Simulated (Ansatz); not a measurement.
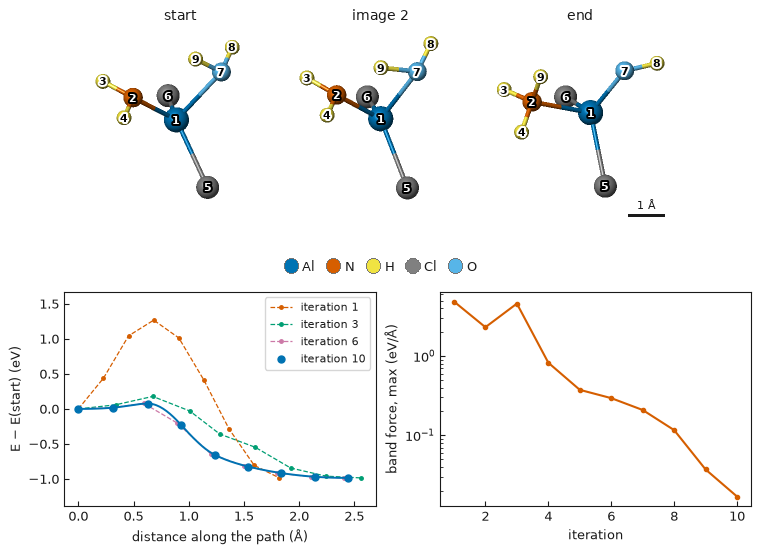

A search for the minimum-energy path of AlNH4OCl2 by the nudged elastic band. Images are numbered from 0 (start) to 8 (end). The plot follows the band through its iterations. The picture is a ball-and-stick view, seen at a tilt.

The calculation used Ansatz, RKS B3LYP/def2-SVP. Set-up: 7 movable images; climbing image; force threshold 0.03 eV/Å; iteration limit 60; starting path by straight interpolation.

### Judge this run.

The run is converged, with reservations. The band converged in 10 iterations. The largest component of the band force went from 4.9 to 0.017 eV/Å. The climbing image converged on the top of the path. Its curvatures weren't checked. The straight starting path can push atoms close together and costs iterations. The first iteration put the highest image at 1.27 eV. The highest point, image 2, lies 0.08 eV above the start and 1.06 eV above the end; the end is at −0.98 eV relative to the start.

Cost: 3 min on 2 threads of Arm Neoverse V2, with other jobs on the host, peak memory 0.23 GiB.
